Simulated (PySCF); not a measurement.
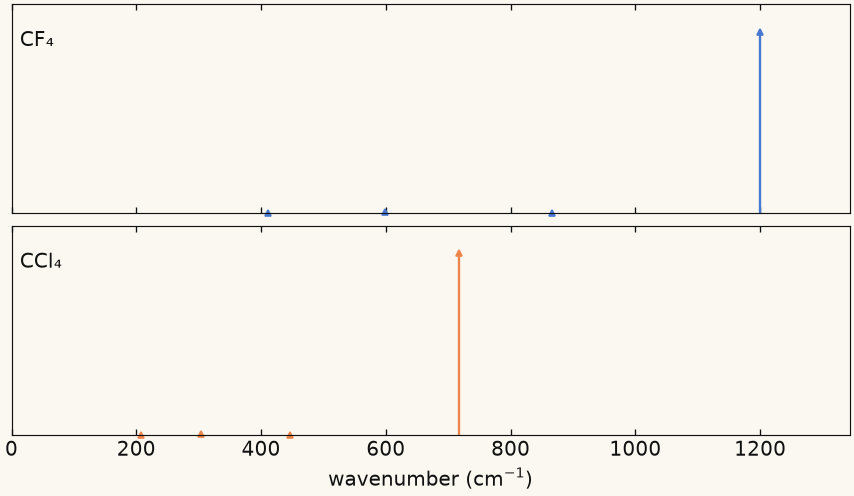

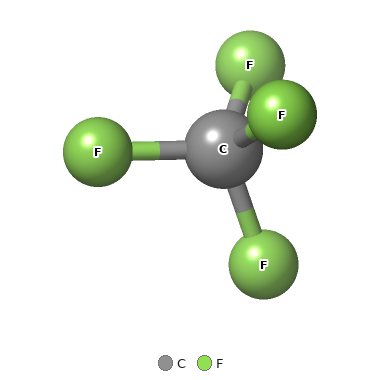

Harmonic infrared lines of CF₄ and CCl₄, all Td singlets, each the lowest point that its search found (CF₄ is drawn); the ligand atom changes down one group of the periodic table. PBE/def2-TZVP, PySCF 2.14.0, unscaled, no spin-orbit coupling; each panel is scaled to its strongest line, degenerate modes are one line with their intensities summed, and dots on the axis are modes too weak to show or inactive.

Q: How do the bond length and the stretches change along the series?

A: Mean bond length: CF₄ 1.337, CCl₄ 1.782 Å, rising down the group. Highest t2 mode: CF₄ 1200, CCl₄ 717 cm⁻¹, falling down the group.
